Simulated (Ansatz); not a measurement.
The starting structures come from a database of crystals and need not be the phases stable at ambient conditions.

 Where the default PAW files enter, the runs use the earlier of Ansatz's two default sets.

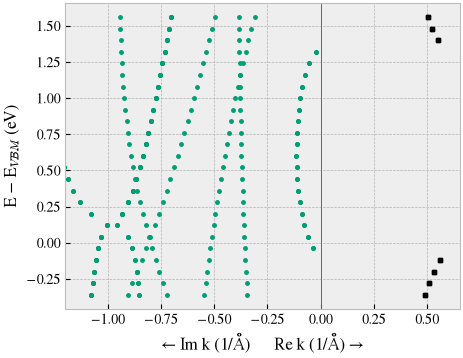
Figure. Complex bands at the centre of the two-dimensional zone; r2SCAN (Ansatz, a quantum-chemistry and plane-wave program)

The gap is the functional's own. No spin-orbit coupling. Mid-gap values are interpolated on the energy grid.

Q: This is Cs2PtC2 (P-3m1, not sure to be the ambient phase, 5 atoms a cell, 29.3 Å³ an atom) along the normal of (001). Read off the slowest decay at the centre of the two-dimensional zone at 0.68 eV, the computed energy nearest the middle of the gap.

A: κ ≈ 0.11 1/Å, a decay length 1/(2κ) of the density of 4.4 Å.
